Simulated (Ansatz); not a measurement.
We consider cubic perovskite RbMnF3, described by PBEsol-D3(BJ) (PAW; Ansatz, a program for electronic structure).

Run with plane-wave cutoff 520 eV, 8×8×8 k mesh, Fermi–Dirac smearing 0.01 eV, spin-polarised start, scalar-relativistic PAW data made under PBE.

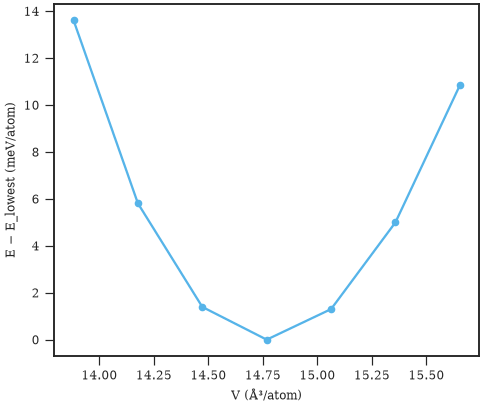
Figure: Total energy against volume

Problem. From the curve, estimate the equilibrium volume and the bulk modulus.

Solution. V0 ≈ 14.8 Å³/atom and B0 ≈ 73 GPa; the fit gives V0 = 14.767 Å³/atom, B0 = 73.0 GPa, B′ = 4.7.

Measured, for comparison: equilibrium volume per atom 15.24 Å³/atom (room temperature, no zero-point or thermal correction; as tabulated in Dubrovin et al. (2021), arXiv:2110.13026). Computed (rounded) less measured: equilibrium volume per atom -3.1 %.

Note: the magnetic order was assumed, not searched for or taken from measurement; the relaxation could not lower the start's symmetry, so the cell can be a saddle point above a distorted one.

Static lattice: no zero-point or thermal effects.
